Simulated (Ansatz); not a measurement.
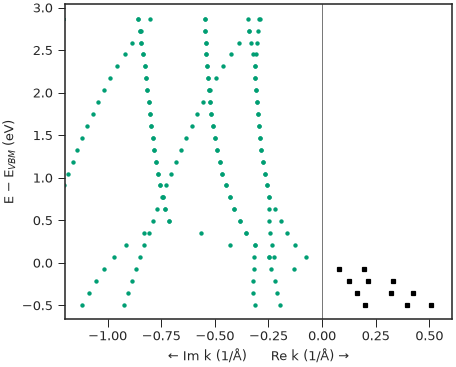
Figure: Complex bands at the centre of the two-dimensional zone; r2SCAN (Ansatz, a program for electronic structure)

The gap is the functional's own. No spin-orbit coupling. Mid-gap values are those at the computed energy nearest the middle.

This is SiC (P6_3mc, wurtzite, 4 atoms a cell, 10.3 Å³ an atom) along the normal of (100). Read off the slowest decay at the centre of the two-dimensional zone at 1.33 eV, the computed energy nearest the middle of the gap.

κ ≈ 0.28 1/Å, a decay length 1/(2κ) of the density of 1.8 Å.
